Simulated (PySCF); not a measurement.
C2H9AlO2Si, SMILES C[SiH](C)[Al]([OH])[OH], singlet at its GFN2-xTB optimised geometry (Å):

```
15

Si    -0.7584    -0.9292     0.0142
C     -2.1924    -0.9897     1.2814
C      0.4804    -2.3066     0.4922
Al     0.3234     1.2331     0.0000
O     -0.6931     2.5375     0.0000
O      1.9769     1.2331     0.0000
H     -1.3546    -1.3692    -1.2783
H     -1.8307    -0.8165     2.2912
H     -2.9238    -0.2183     1.0611
H     -2.7084    -1.9453     1.2735
H      0.0183    -3.2889     0.5062
H      0.9050    -2.1257     1.4756
H      1.3025    -2.3383    -0.2160
H     -1.2693     3.2889     0.0003
H      2.9238     1.2247     0.0023
```

Method: CAM-B3LYP/def2-TZVP (PySCF). Cells within 0.4 Å of a nucleus heavier than hydrogen are left out (blank, or x).

Map of the deformation density (molecule minus spherical neutral atoms) (e/bohr³) on the plane z = 0.8 Å:

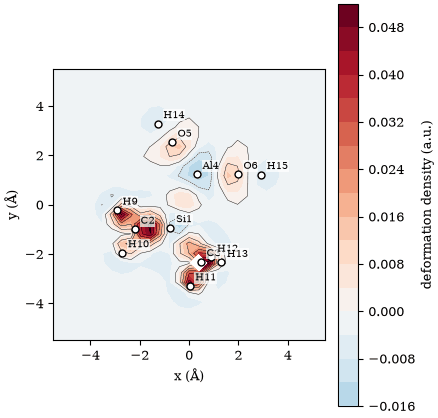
Fig. 1. Deformation density (molecule minus spherical neutral atoms) (e/bohr³) on the plane z = 0.8 Å.
